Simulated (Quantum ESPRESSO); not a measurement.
# The states of the two spins in CoPS3

Wanted: the exchange-split electronic structure of CoPS3.

Method: PBEsol with U = 3.5 eV on Co d (ortho-atomic projectors); plane waves with GBRV 1.5 PBEsol potentials, no spin-orbit coupling, in Quantum ESPRESSO 7.5.

### Step 1. Set-up

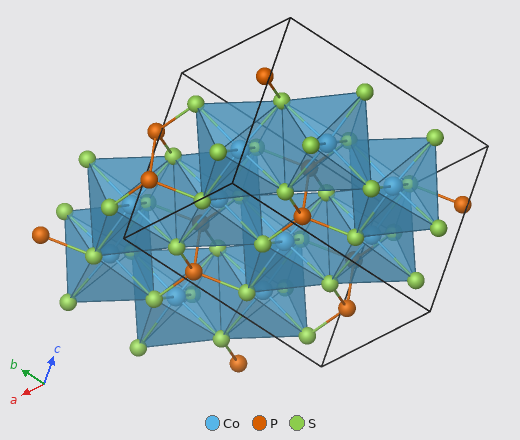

Start, viewed from a free direction; cobalt blue, phosphorus orange, sulfur green. 2×1×1 cells are drawn. This picture shows the conventional cell, with its axes. Some periodic images of atoms are drawn too.

The cell comes from Materials Project 2023-11-01, a database of computed structures, and need not be the stable phase.

### Step 2. The magnetic state

This state came out lowest in a comparison of starts that is told elsewhere.

File pw.in:

```
&CONTROL
  calculation = 'scf'
  prefix = 'pwscf'
  outdir = './tmp'
  pseudo_dir = './pseudo'
  disk_io = 'low'
/
&SYSTEM
  ibrav = 0
  celldm(1) = 8
  nat = 10
  ntyp = 4
  ecutwfc = 40
  ecutrho = 280
  nbnd = 57
  occupations = 'smearing'
  smearing = 'fd'
  degauss = 0.00367493
  nspin = 2
  starting_magnetization(1) = 0.1765
  starting_magnetization(2) = -0.1765
  starting_magnetization(3) = 0
  starting_magnetization(4) = 0
/
&ELECTRONS
  conv_thr = 2d-08
  electron_maxstep = 150
  mixing_beta = 0.3
/
ATOMIC_SPECIES
Co1    58.9332 co_pbesol_v1.2.uspp.F.UPF
Co2    58.9332 co_pbesol_v1.2.uspp.F.UPF
P      30.9738 p_pbesol_v1.5.uspp.F.UPF
S      32.0600 s_pbesol_v1.4.uspp.F.UPF
CELL_PARAMETERS alat
   0.6815325614355   -1.1802364824711    0.0000000000000
   0.6815325614355    1.1802364824711    0.0000000000000
  -0.4557709969944    0.0000000000000    1.5549306698146
ATOMIC_POSITIONS crystal
Co1     0.3332840000    0.6667160000    0.5000000000
Co2     0.6667160000    0.3332840000    0.5000000000
P       0.0556550000    0.0556550000    0.6643210000
P       0.9443450000    0.9443450000    0.3356790000
S       0.0727000000    0.4273870000    0.7173930000
S       0.5726130000    0.9273000000    0.2826070000
S       0.2811000000    0.2811000000    0.2818470000
S       0.7189000000    0.7189000000    0.7181530000
S       0.4273870000    0.0727000000    0.7173930000
S       0.9273000000    0.5726130000    0.2826070000
K_POINTS automatic
4 4 4 0 0 0
HUBBARD {ortho-atomic}
U Co1-3d 3.5000
U Co2-3d 3.5000
```

On the command line:

```bash
$ OMP_NUM_THREADS=1 mpirun -n 4 pw.x -nk 4 -in pw.in > pw.out
```

The program printed:

```text
Program PWSCF v.7.5 starts

     Message from routine setup:
     using ibrav=0 with symmetry is DISCOURAGED, use correct ibrav instead

     K-points division:     npool     =       4
     Subspace diagonalization in iterative solution of the eigenvalue problem:

     bravais-lattice index     =            0
     lattice parameter (alat)  =       8.0000  a.u.
     unit-cell volume          =    1280.7567 (a.u.)^3
     number of atoms/cell      =           10
     number of atomic types    =            4
     number of electrons       =        80.00
     number of Kohn-Sham states=           57
     kinetic-energy cutoff     =      40.0000  Ry
     charge density cutoff     =     280.0000  Ry
     scf convergence threshold =      2.0E-08
     mixing beta               =       0.3000
     number of iterations used =            8  plain     mixing
     Exchange-correlation= SLA  PW   PSX  PSC
                           (   1   4  10   8   0   0   0)
     Hubbard projectors: ortho-atomic
     Hubbard parameters of DFT+U (Dudarev formulation) in eV:
     U(Co1-3d) =  3.5000
     U(Co2-3d) =  3.5000

     Internal variables: lda_plus_u =T, lda_plus_u_kind = 0

     Internal variables: orbital_resolved =F, hub_pot_fix =F, apply_U = F

     celldm(1)=   8.000000  celldm(2)=   0.000000  celldm(3)=   0.000000
     celldm(4)=   0.000000  celldm(5)=   0.000000  celldm(6)=   0.000000

     crystal axes: (cart. coord. in units of alat)
               a(1) = (   0.681533  -1.180236   0.000000 )
               a(2) = (   0.681533   1.180236   0.000000 )
               a(3) = (  -0.455771   0.000000   1.554931 )

     reciprocal axes: (cart. coord. in units 2 pi/alat)
               b(1) = (  0.733641 -0.423644  0.215040 )
               b(2) = (  0.733641  0.423644  0.215040 )
               b(3) = ( -0.000000  0.000000  0.643115 )

     PseudoPot. # 1 for Co read from file:
     co_pbesol_v1.2.uspp.F.UPF
     Pseudo is Ultrasoft + core correction, Zval = 17.0

     PseudoPot. # 2 for Co read from file:
     co_pbesol_v1.2.uspp.F.UPF
     Pseudo is Ultrasoft + core correction, Zval = 17.0

     PseudoPot. # 3 for P  read from file:
     p_pbesol_v1.5.uspp.F.UPF
     Pseudo is Ultrasoft + core correction, Zval =  5.0

     PseudoPot. # 4 for S  read from file:
     s_pbesol_v1.4.uspp.F.UPF
     Pseudo is Ultrasoft + core correction, Zval =  6.0

     atomic species   valence    mass     pseudopotential
     Co1              17.00    58.93320     Co( 1.00)
     Co2              17.00    58.93320     Co( 1.00)
     P                 5.00    30.97380     P ( 1.00)
     S                 6.00    32.06000     S ( 1.00)

     Starting magnetic structure
     atomic species   magnetization
     Co1             0.176
     Co2            -0.176
     P               0.000
     S               0.000

      2 Sym. Ops. (no inversion) found

   Cartesian axes

     site n.     atom                  positions (alat units)
         1        Co1    tau(   1) = (   0.4536471   0.3935286   0.7774653  )
         2        Co2    tau(   2) = (   0.4536471  -0.3935286   0.7774653  )
         3        P      tau(   3) = (  -0.2269169   0.0000000   1.0329731  )
         4        P      tau(   4) = (   1.1342110   0.0000000   0.5219576  )
         5        S      tau(   5) = (   0.0138587   0.4186145   1.1154964  )
         6        S      tau(   6) = (   0.8934355   0.4186145   0.4394343  )
         7        S      tau(   7) = (   0.2546999   0.0000000   0.4382525  )
         8        S      tau(   8) = (   0.6525942   0.0000000   1.1166781  )
         9        S      tau(   9) = (   0.0138587  -0.4186145   1.1154964  )
        10        S      tau(  10) = (   0.8934355  -0.4186145   0.4394343  )

     number of k points=    24  Fermi-Dirac smearing, width (Ry)=  0.0037
                       cart. coord. in units 2pi/alat
        k(    1) = (   0.0000000   0.0000000   0.0000000), wk =   0.0156250
        k(    2) = (   0.0000000   0.0000000   0.1607789), wk =   0.0312500
        k(    3) = (   0.0000000   0.0000000  -0.3215577), wk =   0.0156250
        k(    4) = (   0.1834102   0.1059110   0.0537600), wk =   0.0625000
        k(    5) = (   0.1834102   0.1059110   0.2145388), wk =   0.0625000
        [... 19 further k-points ...]

     Dense  grid:   101267 G-vectors     FFT dimensions: (  60,  60,  72)

     Smooth grid:    43675 G-vectors     FFT dimensions: (  45,  45,  54)

     Check: negative core charge=   -0.000011
     Generating pointlists ...
     new r_m :   0.2290 (alat units)  1.8320 (a.u.) for type    1
     new r_m :   0.2290 (alat units)  1.8320 (a.u.) for type    2
     new r_m :   0.2021 (alat units)  1.6167 (a.u.) for type    3
     new r_m :   0.2021 (alat units)  1.6167 (a.u.) for type    4

     Initial potential from superposition of free atoms

     starting charge      77.9995, renormalised to      80.0000

     STARTING HUBBARD OCCUPATIONS:

     =================== HUBBARD OCCUPATIONS ===================
     ------------------------ ATOM    1 ------------------------
     Tr[ns(  1)] (up, down, total) =   5.00000  2.00000  7.00000
     Atomic magnetic moment for atom   1 =   3.00000
     [... lines left out ...]
     ------------------------ ATOM    2 ------------------------
     Tr[ns(  2)] (up, down, total) =   2.00000  5.00000  7.00000
     Atomic magnetic moment for atom   2 =  -3.00000
     [... lines left out ...]
     Number of occupied Hubbard levels =   14.0000

     Atomic wfc used for Hubbard projectors are orthogonalized

     Starting wfcs are   58 randomized atomic wfcs

     Self-consistent Calculation

     iteration #  1     ecut=    40.00 Ry     beta= 0.30
     Davidson diagonalization with overlap
     ethr =  1.00E-02,  avg # of iterations =  6.6

     =================== HUBBARD OCCUPATIONS ===================
     ------------------------ ATOM    1 ------------------------
     Tr[ns(  1)] (up, down, total) =   4.77005  1.13183  5.90188
     Atomic magnetic moment for atom   1 =   3.63823
     [... lines left out ...]
     ------------------------ ATOM    2 ------------------------
     Tr[ns(  2)] (up, down, total) =   1.13169  4.76996  5.90166
     Atomic magnetic moment for atom   2 =  -3.63827
     [... lines left out ...]
     Number of occupied Hubbard levels =   11.8035

     total energy              =    -769.24693251 Ry
     estimated scf accuracy    <       6.18813915 Ry

     total magnetization       =    -0.00 Bohr mag/cell
     absolute magnetization    =     7.57 Bohr mag/cell

     iteration #  2     ecut=    40.00 Ry     beta= 0.30
     Davidson diagonalization with overlap
     ethr =  7.74E-03,  avg # of iterations =  2.0

     total energy              =    -770.23696497 Ry
     estimated scf accuracy    <      16.64548210 Ry

     total magnetization       =    -0.00 Bohr mag/cell
     absolute magnetization    =     1.34 Bohr mag/cell

     [... further iterations left out ...]

     iteration # 15     ecut=    40.00 Ry     beta= 0.30
     Davidson diagonalization with overlap
     ethr =  1.84E-10,  avg # of iterations =  2.0

     total energy              =    -771.49339839 Ry
     estimated scf accuracy    <       0.00000003 Ry

     total magnetization       =    -0.00 Bohr mag/cell
     absolute magnetization    =     5.29 Bohr mag/cell

     iteration # 16     ecut=    40.00 Ry     beta= 0.30
     Davidson diagonalization with overlap
     ethr =  3.24E-11,  avg # of iterations =  4.2

     Magnetic moment per site  (integrated on atomic sphere of radius R)
     atom   1 (R=0.229)  charge= 15.1703  magn=  2.3087
     atom   2 (R=0.229)  charge= 15.1703  magn= -2.3087
     atom   3 (R=0.202)  charge=  2.1276  magn= -0.0000
     atom   4 (R=0.202)  charge=  2.1276  magn= -0.0000
     atom   5 (R=0.202)  charge=  3.1322  magn=  0.0001
     atom   6 (R=0.202)  charge=  3.1322  magn=  0.0001
     atom   7 (R=0.202)  charge=  3.1308  magn= -0.0000
     atom   8 (R=0.202)  charge=  3.1308  magn= -0.0000
     atom   9 (R=0.202)  charge=  3.1322  magn= -0.0001
     atom  10 (R=0.202)  charge=  3.1322  magn= -0.0001

     End of self-consistent calculation

     =================== HUBBARD OCCUPATIONS ===================
     ------------------------ ATOM    1 ------------------------
     Tr[ns(  1)] (up, down, total) =   4.91023  2.58002  7.49025
     Atomic magnetic moment for atom   1 =   2.33020
     [... lines left out ...]
     ------------------------ ATOM    2 ------------------------
     Tr[ns(  2)] (up, down, total) =   2.58002  4.91022  7.49025
     Atomic magnetic moment for atom   2 =  -2.33020
     [... lines left out ...]
     Number of occupied Hubbard levels =   14.9805

     [... lines left out ...]
     the Fermi energy is     7.4504 ev

!    total energy              =    -771.49339842 Ry
     estimated scf accuracy    <       0.00000001 Ry
     smearing contrib. (-TS)   =      -0.00000016 Ry
     internal energy E=F+TS    =    -771.49339826 Ry

     The total energy is F=E-TS. E is the sum of the following terms:
     one-electron contribution =    -714.25392269 Ry
     hartree contribution      =     387.94770105 Ry
     xc contribution           =    -127.04661800 Ry
     ewald contribution        =    -318.31231503 Ry
     Hubbard energy            =       0.17175641 Ry

     total magnetization       =    -0.00 Bohr mag/cell
     absolute magnetization    =     5.29 Bohr mag/cell

     convergence has been achieved in  16 iterations

=------------------------------------------------------------------------------=
   JOB DONE.
=------------------------------------------------------------------------------=
```

Wall time 2.9 min (4 MPI ranks of Arm Neoverse V1, shared host); peak memory 1.1 GiB; 12 min of CPU time.

Spin moment in the atom's sphere by atom:

| atom | spin moment in the atom's sphere (μB) |
| --- | --- |
| Co1 | 2.31 |
| Co2 | -2.31 |
| P3 | 0.00 |
| P4 | 0.00 |
| S5 | 0.00 |
| S6 | 0.00 |
| S7 | 0.00 |
| S8 | 0.00 |
| S9 | 0.00 |
| S10 | 0.00 |

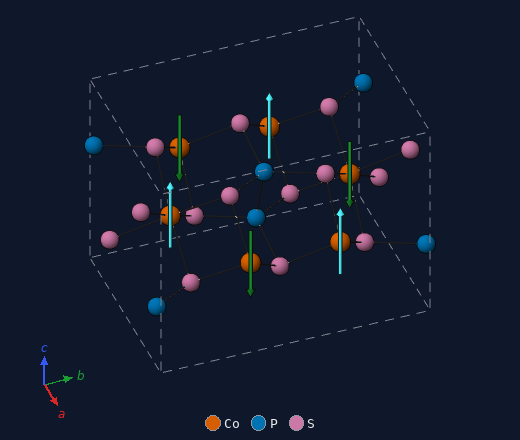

Spin moment in the atom's sphere as arrows, the longest 2.31 μB. Up and down stand for the sign. Arrows give size and sign along the axis of quantisation, drawn up and down the page. The two directions have two colours. Some periodic images of atoms are drawn too.

This step gave:

```yaml
smearing_term_ts: 2.15e-6 eV
magnetization: 0 μB
absolute_magnetization: 5.289 μB
final_state: antiferromagnetic
```

(Part 1 of 2 ends here.)

[Logs and program files are shortened in this print: banners, set-up blocks, solver, clock and traceback lines can be left out without a mark of their own.]

[Logs are printed without paths, hosts, clocks, repeated set-up lines and the standing remarks that a program may print on its own settings, such as how far it seeks lower states.]

[Hosts, paths, dates, database ids (printed as entryN), source tags and the programs' standing remarks are cut or masked in the printed files.]

[Where a cell is said to come from a database of computed structures, the database is the Materials Project.]
